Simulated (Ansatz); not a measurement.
# Fields on a plane of SiO2 (alpha-quartz type, space group P3_121)

```
CELL_PARAMETERS angstrom
      4.94845     0.00000     0.00000
     -2.47422     4.28548     0.00000
      0.00000     0.00000     5.44126
ATOMIC_POSITIONS crystal
  Si 0.47027 0.00000 0.83333
  Si 0.00000 0.47027 0.16667
  Si 0.52973 0.52973 0.50000
  O  0.41249 0.26711 0.71463
  O  0.73289 0.14539 0.04796
  O  0.85461 0.58751 0.38129
  O  0.14539 0.73289 0.95204
  O  0.26711 0.41249 0.28537
  O  0.58751 0.85461 0.61871
```

The slice is a (0001) plane (indices of the conventional cell) through the point (0.267, 0.412, 0.285) (fractional), spanned by u = [110] and v = [1 -1 0] in vectors of this cell: u (4.95 Å) and v (8.57 Å, at 90° to u). It covers one period; positions are fractions (u, v).

Atoms on it: O at (0.00, 0.00); O at (0.50, 0.50). Other atoms lie within 1 Å of the plane.

Level of theory: PBEsol (plane waves to 420 eV, PAW, scalar-relativistic; Ansatz, a first-principles code). k mesh 8×8×6. Inside the PAW spheres the values are not all-electron values, and peaks at nuclei hang on which shells count as valence. SiO2 was relaxed with its symmetry unable to fall. The PAW data are Ansatz's earlier set.

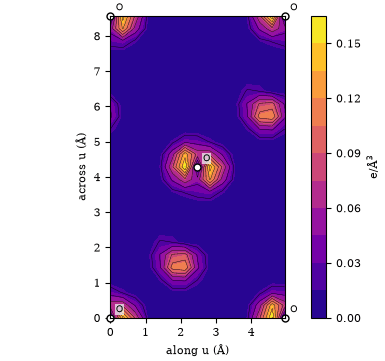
Density of the highest valence band (whole band, smooth part) in e/Å³, one period of the plane, atoms marked. 

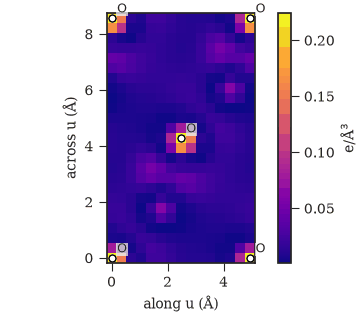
Figure: Density of the lowest conduction band (whole band as if filled, smooth part) in e/Å³, one period of the plane, atoms marked.
